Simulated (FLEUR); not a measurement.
# FePt (c factor at fixed volume 1.06 on the database's cell): from one collinear state to anisotropy

One state of FePt (c factor at fixed volume 1.06 on the database's cell) is converged without symmetry. Force theorems then give its anisotropy.

Main program and level: FLEUR MaX-R8.1; PBE; all-electron FLAPW, Dirac cores, scalar-relativistic bands.

### Step 1. Starting point

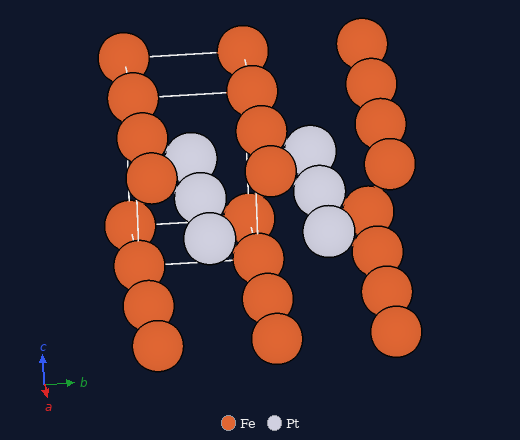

Start, viewed slightly off an axis; iron orange, platinum light grey. 3×2×1 cells are drawn. Some periodic images of atoms are drawn too.

Coordinates:

```xyz
2
Lattice="2.6453 0.0000 0.0000 0.0000 2.6453 0.0000 0.0000 0.0000 3.9432" Properties=species:S:1:pos:R:3 pbc="T T T"
Fe    0.0000    0.0000    0.0000
Pt    1.3226    1.3226    1.9716
```

The cell is strained on purpose: c factor at fixed volume 1.06 on the database's cell.

### Step 2. The magnetic state

The force theorems are single passes in this state's potential, so it has to be converged first.

No symmetry is used, so that later steps may turn the spins freely; k and −k are joined. inpgen writes inp.xml from crystal.txt; cutoffs, mixing, functional, smearing and local orbitals are then set in the file. The k list scf (kpts.xml, not shown) is a Γ-centred 10×10×10 mesh; where the ranks do not divide the number of points, some are split in two of half the weight.

inp.xml reads:

```
<?xml version="1.0" encoding="UTF-8" standalone="no"?>
<fleurInput fleurInputVersion="0.39">
   <comment>
      FePt
   </comment>
   <calculationSetup>
      <cutoffs Kmax="3.6" Gmax="10.8" GmaxXC="10.8" numbands="0"/>
      <scfLoop itmax="110" minDistance="0.00002" maxIterBroyd="15" imix="Anderson" alpha="0.05" precondParam="0.0" spinf="2.0" sdNocoIR="T"/>
      <coreElectrons ctail="F" frcor="F" kcrel="0" coretail_lmax="0"/>
      <xcFunctional name="pbe" relativisticCorrections="F"/>
      <magnetism jspins="2" l_noco="F" l_ss="F">
         <qss>0.0 0.0 0.0</qss>
         <mtNocoParams l_mperp="F" l_mtNocoPot="F" l_relaxSQA="F" mag_mixing_scheme="0" mix_RelaxWeightOffD="1.0" l_constrained="F" mix_constr="1.0"/>
         <sourceFreeMag l_sourceFree="F" l_scaleMag="F" mag_scale="1.0"/>
      </magnetism>
      <soc l_soc="F" theta="0.0" phi="0.0" spav="F"/>
      <expertModes spex="0" secvar="F"/>
      <geometryOptimization l_f="F" forcealpha="1.0" forcemix="BFGS" epsdisp="0.00001" epsforce="0.00001"/>
      <ldaU l_linMix="F" mixParam="0.05" spinf="1.0"/>
   </calculationSetup>
   <cell>
      <bzIntegration valenceElectrons="32.0" mode="hist" fermiSmearingEnergy="0.00183747">
         <kPointListSelection listName="scf"/>
         <xi:include xmlns:xi="http://www.w3.org/2001/XInclude" href="kpts.xml"> </xi:include>
      </bzIntegration>
      <xi:include xmlns:xi="http://www.w3.org/2001/XInclude" href="sym.xml"> </xi:include>
      <bulkLattice scale="1.0">
         <bravaisMatrix>
            <row-1>    4.9988869427123124     0.0000000000000000     0.0000000000000000</row-1>
            <row-2>    0.0000000000000000     4.9988869427123124     0.0000000000000000</row-2>
            <row-3>    0.0000000000000000     0.0000000000000000     7.4515680545227196</row-3>
         </bravaisMatrix>
      </bulkLattice>
   </cell>
   <atomSpecies>
      <species name="Iron (Fe) 2.800" element="Fe" atomicNumber="26">
         <mtSphere radius="2.44" gridPoints="807" logIncrement="0.015"/>
         <atomicCutoffs lmax="10" lnonsphr="8"/>
         <electronConfig flipSpins="F">
            <coreConfig>(1s1/2) (2s1/2) (2p1/2) (2p3/2)</coreConfig>
            <valenceConfig>(3s1/2) (3p1/2) (3p3/2) (4s1/2) (3d3/2) (3d5/2)</valenceConfig>
            <stateOccupation state="(3d3/2)" spinUp="1.4" spinDown="1.0"/>
            <stateOccupation state="(3d5/2)" spinUp="3.0" spinDown="0.6"/>
         </electronConfig>
         <energyParameters s="4" p="4" d="3" f="4"/>
         <lo type="SCLO" l="0" n="3" eDeriv="0"/>
         <lo type="SCLO" l="1" n="3" eDeriv="0"/>
      </species>
      <species name="Platinum (Pt)" element="Pt" atomicNumber="78">
         <mtSphere radius="2.44" gridPoints="807" logIncrement="0.017"/>
         <atomicCutoffs lmax="10" lnonsphr="8"/>
         <electronConfig flipSpins="F">
            <coreConfig>(1s1/2) (2s1/2) (2p1/2) (2p3/2) (3s1/2) (3p1/2) (3p3/2) (4s1/2) (3d3/2) (3d5/2) (4p1/2) (4p3/2) (5s1/2) (4d3/2) (4d5/2) (4f5/2) (4f7/2)</coreConfig>
            <valenceConfig>(5p1/2) (5p3/2) (6s1/2) (5d3/2) (5d5/2)</valenceConfig>
            <stateOccupation state="(6s1/2)" spinUp="0.500000" spinDown="0.500000"/>
            <stateOccupation state="(5d3/2)" spinUp="1.800000" spinDown="1.800000"/>
            <stateOccupation state="(5d5/2)" spinUp="2.700000" spinDown="2.700000"/>
         </electronConfig>
         <energyParameters s="6" p="6" d="5" f="5"/>
         <lo type="SCLO" l="1" n="5" eDeriv="0"/>
      </species>
   </atomSpecies>
   <atomGroups>
      <atomGroup species="Iron (Fe) 2.800">
         <relPos label="                   1">.0000000000 .0000000000 .0000000000</relPos>
         <force calculate="T" relaxXYZ="TTT"/>
         <nocoParams  alpha="0.0" beta="0.0"/>
      </atomGroup>
      <atomGroup species="Platinum (Pt)">
         <relPos label="                   2">1.000/2.000 1.000/2.000 1.000/2.000</relPos>
         <force calculate="T" relaxXYZ="TTT"/>
         <nocoParams  alpha="0.0" beta="0.0"/>
      </atomGroup>
   </atomGroups>
   <output dos="F" band="F" slice="F">
      <bandDOS minEnergy="-.5*Htr" maxEnergy="0.5*Htr" sigma="0.015" storeEVData="T"/>
      <plotting iplot="0" polar="F">
         <plot TwoD="T" vec1="  1.0  0.0  0.0" vec2="  0.0  1.0  0.0" vec3="  0.0  0.0  1.0" zero="  0.0  0.0  0.0" file="plot"/>
      </plotting>
      <moessbauerParams electricFieldGradient="F" isomerShift="F" coreHyperfine="F" valenceHyperfine="F"/>
   </output>
</fleurInput>
```

crystal.txt reads:

```
FePt
&input film=F cartesian=F /
2.64529705000  0.00000000000  0.00000000000
0.00000000000  2.64529705000  0.00000000000
0.00000000000  0.00000000000  3.94320000000
1.8897261246
1.0 1.0 1.0

2
26 0.00000000000  0.00000000000  0.00000000000 : 2.800
78 0.50000000000  0.50000000000  0.50000000000

&kpt div1=10 div2=10 div3=10 gamma=T /
```

Run with:

```console
$ OMP_NUM_THREADS=1 inpgen -f crystal.txt -nosym -noco > inpgen.log  # inp.xml is then edited as shown
$ OMP_NUM_THREADS=1 mpirun -n 4 fleur_MPI > fleur.log
```

The log of the run:

```text
Welcome to FLEUR        (www.flapw.de)
      MaX-Release 8.1          (www.max-centre.eu)

 ========== k-point set info ==========
 Selected k-point list: scf
 k-point list type: mesh
 0 x 0 x 0
 Number of k points: 504

 ------------Calculation Setup---------------------------
 Number of MPI-tasks      :            4
 Number of PE/node        :            4
 Number of OMP-threads    :            1
 k-points in parallel     :            4
 pe's per k-point         :            1
 No of k-point loops      :          126
 Eigenvalue solver        :       lapack
 Number of basis functions:          168
 Approximate size of matrices (H+S) per k-point:         0.001 GB
 --------------------------------------------------------
 Complex matrix made real
 Complex matrix made real
 Iteration:     1   Distance:      42.47689625 me/bohr^3
 Iteration:     2   Distance:      15.42330145 me/bohr^3
 Iteration:     3   Distance:      13.32992297 me/bohr^3
 Iteration:     4   Distance:       9.70850217 me/bohr^3
 Iteration:     5   Distance:       9.43458888 me/bohr^3
 Iteration:     6   Distance:       9.53580508 me/bohr^3
 Iteration:     7   Distance:       3.59928973 me/bohr^3
 Iteration:     8   Distance:       1.97502882 me/bohr^3
 Iteration:     9   Distance:       1.21635300 me/bohr^3
 Iteration:    10   Distance:       1.19873079 me/bohr^3
 Iteration:    11   Distance:       0.40770077 me/bohr^3
 Iteration:    12   Distance:       0.39408602 me/bohr^3
 Iteration:    13   Distance:       0.08396195 me/bohr^3
 Iteration:    14   Distance:       0.02061947 me/bohr^3
 Iteration:    15   Distance:       0.02017319 me/bohr^3
 Iteration:    16   Distance:       0.01926071 me/bohr^3
 Iteration:    17   Distance:       0.00835563 me/bohr^3
 Iteration:    18   Distance:       0.00206749 me/bohr^3
 Iteration:    19   Distance:       0.00157853 me/bohr^3
 Iteration:    20   Distance:       0.00053808 me/bohr^3
 Iteration:    21   Distance:       0.00018207 me/bohr^3
 Iteration:    22   Distance:       0.00004356 me/bohr^3
 Iteration:    23   Distance:       0.00003783 me/bohr^3
 Iteration:    24   Distance:       0.00001560 me/bohr^3

 ********************************************************************
 Run finished successfully
 Stop message:
   all done
 ********************************************************************

--- out.xml (last complete iteration) ---
<iteration numberForCurrentRun="   24" overallNumber="   24">
         [... left out ...]
         <bandgap value="0.0000000000" units="eV"/>
         <sumValenceSingleParticleEnergies value="-18.3381667637" units="Htr"/>
         <FermiEnergy value="0.4233528279" units="Htr"/>
         <valenceDensity>
            <mtCharges spin="1">
               <mtCharge atomType="1" total="9.0248344" s="1.2099519" p="3.2158314" d="4.5697909" f="0.0218436"/>
               <mtCharge atomType="2" total="7.3731393" s="0.2500055" p="3.1633967" d="3.9274781" f="0.0248923"/>
            </mtCharges>
            <mtCharges spin="2">
               <mtCharge atomType="1" total="6.0647643" s="1.2053761" p="3.2247760" d="1.6077956" f="0.0201321"/>
               <mtCharge atomType="2" total="7.0424351" s="0.2655796" p="3.2036170" d="3.5450483" f="0.0219915"/>
            </mtCharges>
            <spinDependentCharge spin="1" total="17.6085404" interstitial="1.2105667" mtSpheres="16.3979737"/>
            <spinDependentCharge spin="2" total="14.3914596" interstitial="1.2842602" mtSpheres="13.1071995"/>
            <totalCharge value="32.0000000000"/>
         </valenceDensity>
         [... left out ...]
         <allElectronCharges>
            <spinDependentCharge spin="1" total="53.6085404" interstitial="1.2113110" mtSpheres="52.3972294"/>
            <spinDependentCharge spin="2" total="50.3914597" interstitial="1.2850082" mtSpheres="49.1064515"/>
            <totalCharge value="104.0000000076"/>
         </allElectronCharges>
         <magneticMomentsInMTSpheres units="muBohr">
            <globalMagMoment atomType="1" vec="0.00000   0.00000   2.96007"/>
            <localMagMoment atomType="1" vec="0.00000   0.00000   2.96007"/>
            <globalMagMoment atomType="2" vec="0.00000   0.00000   0.33071"/>
            <localMagMoment atomType="2" vec="0.00000   0.00000   0.33071"/>
         </magneticMomentsInMTSpheres>
         <moessbauerParams unitsHFF="kG" unitsIS="e/bohr^3" unitsEFG="Htr/bohr^2">
         </moessbauerParams>
         <totalEnergy value="   -19719.5463693305" units="Htr">
            <sumOfEigenvalues value="   -12061.5154951198">
               <coreElectrons value="-12043.1773283561"/>
               <valenceElectrons value="-18.3381667637"/>
            </sumOfEigenvalues>
            <densityCoulombPotentialIntegral value="-33922.3173196484"/>
            <densityEffectivePotentialIntegral value="-34462.6039786602"/>
            <chargeDenXCDenIntegral value="-413.3017864471"/>
            <FockExchangeEnergyValence value="0.0000000000"/>
            <FockExchangeEnergyCore value="0.0000000000"/>
            <atomTypeDependentContributions atomType="1">
               <electronNucleiInteractionDifferentMTs value="1520.9619783347"/>
               <MadelungTerm value="-10.3354851125"/>
            </atomTypeDependentContributions>
            <atomTypeDependentContributions atomType="2">
               <electronNucleiInteractionDifferentMTs value="23174.5230728454"/>
               <MadelungTerm value="-40.3538703071"/>
            </atomTypeDependentContributions>
            <tkbTimesEntropy value="0.0004372049"/>
            <freeEnergy value="-19719.5468065354"/>
            <extrapolationTo0K value="-19719.5465879330"/>
         </totalEnergy>
         <densityConvergence units="me/bohr^3">
            <chargeDensity spin="1" distance="0.0000063983"/>
            <chargeDensity spin="2" distance="0.0000137783"/>
            <overallChargeDensity distance="0.0000147672"/>
            <spinDensity distance="0.0000156040"/>
         </densityConvergence>
      </iteration>
```

The job ended after 4.1 min (4 MPI ranks of Arm Neoverse V1, shared host; peak memory 0.63 GiB).

Spin moment in the muffin-tin sphere by atom:

| atom | spin moment in the muffin-tin sphere (μB) |
| --- | --- |
| Fe1 | 2.96 |
| Pt2 | 0.33 |

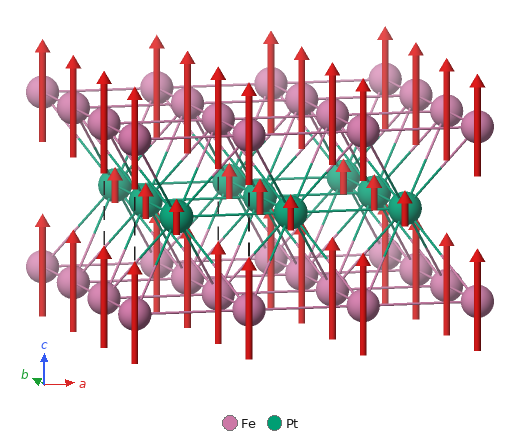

Spin moment in the muffin-tin sphere as arrows, the longest 2.96 μB. Up and down stand for the sign. Arrows give size and sign along the axis of quantisation, drawn up and down the page. Each arrow also spans its atom, so small moments look longer than they are. 3×3×1 cells are drawn. Some periodic images of atoms are drawn too.

Numbers from this step:

```
free energy                                                       : -536596.2047 eV
program's band gap on this mesh (in a metal only a level spacing) : 0 eV
magnetization                                                     : 3.217 μB
final state                                                       : ferromagnetic
```

After 24 cycles the largest moment stands at 2.96 μB.

### Step 3. Energy against the direction of the moments, rung 1

Anisotropy is a small difference, so it is taken from sums over occupied states at a frozen potential, where most errors cancel.

One pass with spin–orbit coupling for each direction, from the saved density. Inversion lets half of the mesh serve, which the program's warning doesn't know. The k list mae (kpts.xml, not shown) is a Γ-centred 14×14×10 mesh.

Changes to inp.xml since step 2:

```diff
@@ -6,4 +6,4 @@
    <calculationSetup>
-      <cutoffs Kmax="3.6" Gmax="10.8" GmaxXC="10.8" numbands="0"/>
-      <scfLoop itmax="110" minDistance="0.00002" maxIterBroyd="15" imix="Anderson" alpha="0.05" precondParam="0.0" spinf="2.0" sdNocoIR="T"/>
+      <cutoffs Kmax="3.6" Gmax="10.8" GmaxXC="10.8" numbands="72"/>
+      <scfLoop itmax="1" minDistance="0.00002" maxIterBroyd="15" imix="Anderson" alpha="0.05" precondParam="0.0" spinf="2.0" sdNocoIR="T"/>
       <coreElectrons ctail="F" frcor="F" kcrel="0" coretail_lmax="0"/>
@@ -15,3 +15,3 @@
       </magnetism>
-      <soc l_soc="F" theta="0.0" phi="0.0" spav="F"/>
+      <soc l_soc="T" theta="0.0" phi="0.0" spav="F"/>
       <expertModes spex="0" secvar="F"/>
@@ -22,3 +22,3 @@
       <bzIntegration valenceElectrons="32.0" mode="hist" fermiSmearingEnergy="0.00183747">
-         <kPointListSelection listName="scf"/>
+         <kPointListSelection listName="mae"/>
          <xi:include xmlns:xi="http://www.w3.org/2001/XInclude" href="kpts.xml"> </xi:include>
@@ -81,2 +81,5 @@
    </output>
+   <forceTheorem>
+      <MAE theta="0.0 1.5707963 1.5707963 0.7853982" phi="0.0 0.0 0.7853982 0.0"/>
+   </forceTheorem>
 </fleurInput>
```

Run with:

```console
$ OMP_NUM_THREADS=1 mpirun -n 4 fleur_MPI -warn_only > fleur.log
```

The log of the run:

```text
[banner, memory and clock lines left out]
Welcome to FLEUR        (www.flapw.de)
      MaX-Release 8.1          (www.max-centre.eu)
************FLEUR-Warning*****************
Error message: k-point set is not compatible to missing time-reversal symmetry in calculation.
Error occurred in subroutine: gen_bz
Error from PE:0/4
Other PEs with error messages:
     1-k-point set is not compatible to missing time-reversal symmetry in calculation.
*****************************************

 ========== k-point set info ==========
 Selected k-point list: mae
 k-point list type: mesh
 0 x 0 x 0
 Number of k points: 984

 [... set-up left out ...]
 ********************************************************************
 Run finished successfully
 Stop message:
   Forcetheorem MAE
 ********************************************************************

--- out.xml (force theorem) ---
<Forcetheorem_MAE Angles="4" units="Htr">
            <Angle theta="0.0000000" phi="0.0000000" ev-sum="-18.384392435"/>
            <Angle theta="1.5707963" phi="0.0000000" ev-sum="-18.384266558"/>
            <Angle theta="1.5707963" phi="0.7853982" ev-sum="-18.384264543"/>
            <Angle theta="0.7853982" phi="0.0000000" ev-sum="-18.384328234"/>
         </Forcetheorem_MAE>
```

Run time: 98 s. Hardware: 4 MPI ranks; peak memory 1 GiB; 6.5 min of CPU time.

Anisotropy energies, by row:

| axis | x | y | z | band energy less the first axis' (meV a cell) |
| --- | --- | --- | --- | --- |
| [001] | 0 | 0 | 1 | 0 |
| [100] | 1 | 0 | 0 | 3.425 |
| [110] | 0.7071 | 0.7071 | 0 | 3.48 |
| 45 degrees from [001] toward [100] | 0.7071 | 0 | 0.7071 | 1.747 |

Indices are those of the standard conventional cell; x, y, z give the same directions in the axes of the input.

### Step 4. Energy against the direction of the moments, rung 2

A second rung shows how far the first can be trusted.

The k list mae (kpts.xml, not shown) is a Γ-centred 21×21×14 mesh.

inp.xml is that of step 3.

The log of the run:

```text
[banner, memory and clock lines left out]
Welcome to FLEUR        (www.flapw.de)
      MaX-Release 8.1          (www.max-centre.eu)
************FLEUR-Warning*****************
Error message: k-point set is not compatible to missing time-reversal symmetry in calculation.
Error occurred in subroutine: gen_bz
Error from PE:0/4
*****************************************

 ========== k-point set info ==========
 Selected k-point list: mae
 k-point list type: mesh
 0 x 0 x 0
 Number of k points: 3088

 [... set-up left out ...]
 ********************************************************************
 Run finished successfully
 Stop message:
   Forcetheorem MAE
 ********************************************************************

--- out.xml (force theorem) ---
<Forcetheorem_MAE Angles="4" units="Htr">
            <Angle theta="0.0000000" phi="0.0000000" ev-sum="-18.384420954"/>
            <Angle theta="1.5707963" phi="0.0000000" ev-sum="-18.384300682"/>
            <Angle theta="1.5707963" phi="0.7853982" ev-sum="-18.384300289"/>
            <Angle theta="0.7853982" phi="0.0000000" ev-sum="-18.384361303"/>
         </Forcetheorem_MAE>
```

Elapsed: 5 min, on 4 MPI ranks; peak memory 2.7 GiB; 20 min of CPU time.

Anisotropy energies, by row:

| axis | x | y | z | band energy less the first axis' (meV a cell) |
| --- | --- | --- | --- | --- |
| [001] | 0 | 0 | 1 | 0 |
| [100] | 1 | 0 | 0 | 3.273 |
| [110] | 0.7071 | 0.7071 | 0 | 3.283 |
| 45 degrees from [001] toward [100] | 0.7071 | 0 | 0.7071 | 1.623 |

(Part 1 of 2 ends here.)

[Logs and program files are shortened in this print: banners, set-up blocks, solver, clock and traceback lines can be left out without a mark of their own.]

[Logs are printed without paths, hosts, clocks, repeated set-up lines and the standing remarks that a program may print on its own settings, such as how far it seeks lower states.]

[Hosts, paths, dates, database ids (printed as entryN), source tags and the programs' standing remarks are cut or masked in the printed files.]

[Where a cell is said to come from a database of computed structures, the database is the Materials Project.]
